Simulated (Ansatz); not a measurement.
## BP, response to strain

The reference is BP in the zinc blende structure (space group F-43m, No. 216; a = 4.5366 Å).

Strains are applied to the cell and any free atomic positions relax.

Method: r2SCAN/PAW in Ansatz (an electronic-structure program), no spin-orbit coupling.

Notes on the quantities. energy relative to the base: free energy F.

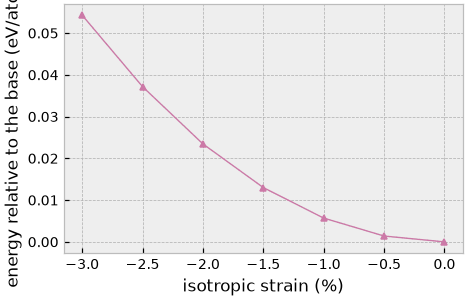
Figure. Energy relative to the base against isotropic strain

```json
[
 {"isotropic strain (%)": "-3", "energy relative to the base": "+54 meV/atom"},
 {"isotropic strain (%)": "-2.5", "energy relative to the base": "+37 meV/atom"},
 {"isotropic strain (%)": "-2", "energy relative to the base": "+23 meV/atom"},
 {"isotropic strain (%)": "-1.5", "energy relative to the base": "+13 meV/atom"},
 {"isotropic strain (%)": "-1", "energy relative to the base": "+5.7 meV/atom"},
 {"isotropic strain (%)": "-0.5", "energy relative to the base": "+1.4 meV/atom"}
]
```

Whether these cells are dynamically stable was not tested.
